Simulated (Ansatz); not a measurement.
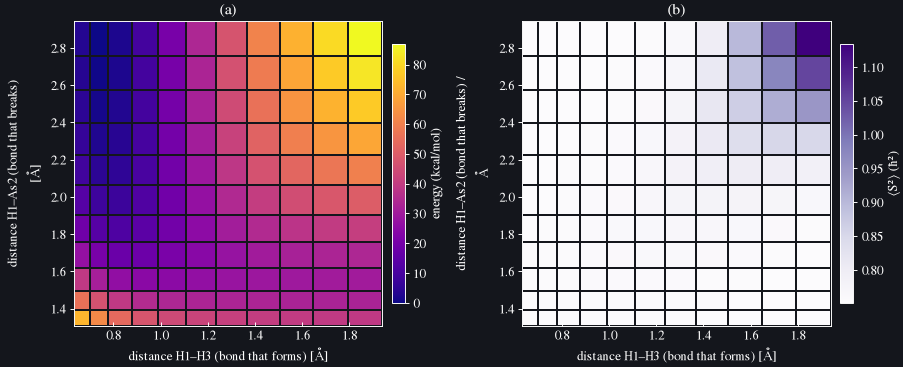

The reacting system AsH₄ (fragments AsH₃ + H where the first distance is long, H₂ + AsH₂ where the second is long), spin multiplicity 2. 
- Coordinates scanned: (1) distance H1–H3 (bond that forms); (2) distance H1–As2 (bond that breaks).
- Relaxed at each point: all other coordinates.
- The grid has 11 × 11 points.
- Points are written as (first, second).
- All energies are given in kcal/mol relative to the lowest grid point.
- These are results of UKS B3LYP-D4/def2-TZVP in Ansatz 0.2.0, not measurements.

Panel (a) is the energy; panel (b) is the computed ⟨S²⟩, in ħ².

Drawn: one coloured cell a grid point.

How does the ⟨S²⟩ vary over the map, and what is it at the lowest grid point?

Leaving out the highest fifth of the energies, it runs from 0.75 ħ² at (1.866 Å, 1.350 Å) to 0.80 ħ² at (1.434 Å, 2.142 Å). At the lowest grid point, (0.733 Å, 2.850 Å), it is 0.75 ħ². That point lies on the edge of the scan.
